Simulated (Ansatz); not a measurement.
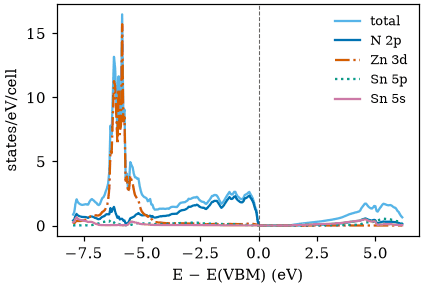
Figure: Total and projected density of states of ZnSnN₂ in space group R-3m (No. 166; Zn on 3a, Sn on 3b, N on 6c), the program Ansatz at the r²SCAN level (PAW)

Task: Which orbitals carry the states next to the gap?

Result: Top 1 eV of the valence band: N 2p 88 %, Zn 3d 5 %. Bottom 1 eV of the conduction band: Zn 4s 36 %, Sn 5s 34 %, N 2p 15 %, N 2s 11 %. Projections are on Löwdin-orthogonalised atomic valence shells; empty p or d shells of many metals are not among them.

Task: Where is the tallest occupied peak in this window, and what makes it?

Result: Near -5.9 eV, about 16 states/eV per cell; the largest projected share is Zn 3d.

The start of the workflow was typed in or built on a structure type; neither database checked (COD, Materials Project) lists it. Whether it is the stable phase at ambient conditions was not checked. Symmetry was held in the r²SCAN relaxation; its stability against distortions is not shown here. Its formation energy is positive at this level, so the cell may be metastable or incomplete. Scalar-relativistic: spin–orbit coupling is off unless named, which matters more the heavier the elements.

Potentials: the later of the program's two PAW sets.
